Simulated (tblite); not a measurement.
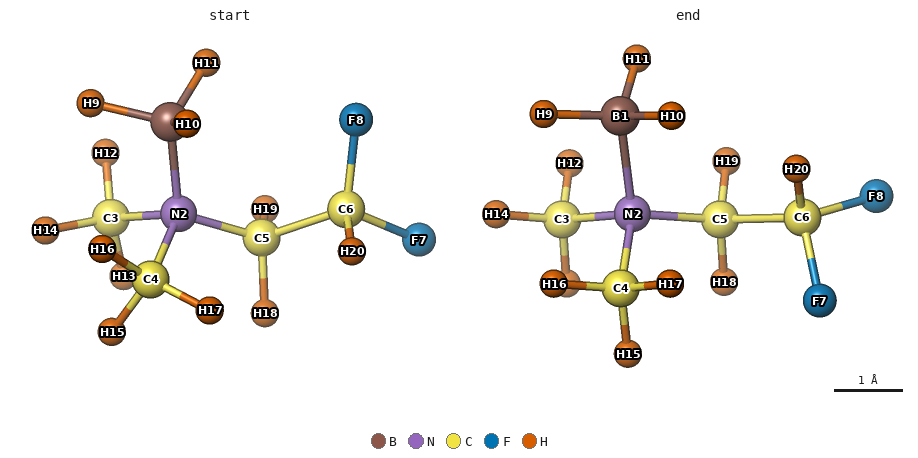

The structure of C4H12BF2N before (left) and after (right) a relaxation, at one scale.

A ball-and-stick model, seen at a tilt.

Level of theory: GFN2-xTB geometry optimisation, gas phase (tblite). 

> What changed between the two?

After 124 geometry steps the energy has fallen by 123.3 kJ/mol. F7 moves most after the best rigid fit: 1.87 Å. By element the largest moves are F 1.87 Å, H 1.24 Å, C 0.30 Å, B 0.20 Å, N 0.09 Å. Some distances before and after: B1–N2 1.498 → 1.659 Å, N2–C5 1.402 → 1.465 Å, C6–F7 1.405 → 1.358 Å, C6–H20 1.139 → 1.097 Å. Among the angles between lasting bonds that change: N2–B1–H11 114.8° → 105.9°, H9–B1–H11 104.1° → 112.9°, C5–C6–F8 117.4° → 108.9°. Groups turn about C5–C6 by about 105°, N2–C4 by about 35°, N2–C5 by about 25°.
